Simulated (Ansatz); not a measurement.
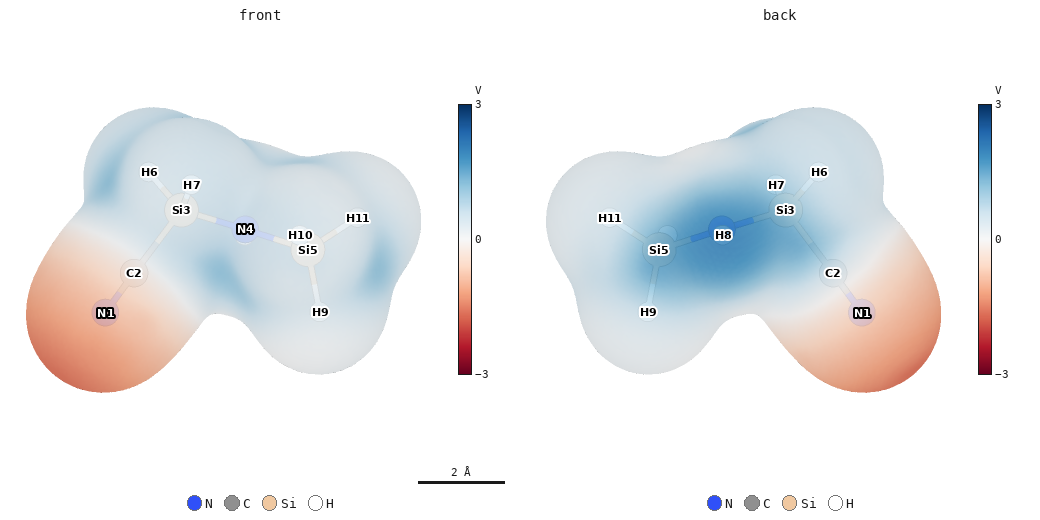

Figure 1: CH6N2Si2 (SMILES N#C[SiH2]N[SiH3]). The molecular electrostatic potential painted on the density surface at 0.001 e/bohr³, seen from the front and from behind; the colour scale runs from red (negative) to blue (positive).

Geometry: PBE0-D4/def2-TZVP.

Computed with RKS PBE0-D4/def2-TZVPP in Ansatz.

```xyz
11

N    -2.9194    1.6028    0.7344
C    -1.8674    1.4738    0.2825
Si   -0.1746    1.2313   -0.4546
N     0.1978   -0.4212   -0.6674
Si    0.9466   -1.4985    0.4695
H    -0.2148    1.9415   -1.7517
H     0.7703    1.8435    0.5017
H    -0.1835   -0.8500   -1.5000
H    -0.0157   -2.4900    1.0169
H     1.4676   -0.6490    1.5683
H     2.0584   -2.2410   -0.1790
```

Q: Describe the electrostatic potential map.

A: The most negative region (about −1.6 V) lies over N1, the most positive (about +2.0 V) over H8. N1 is the likeliest acceptor of a hydrogen bond.
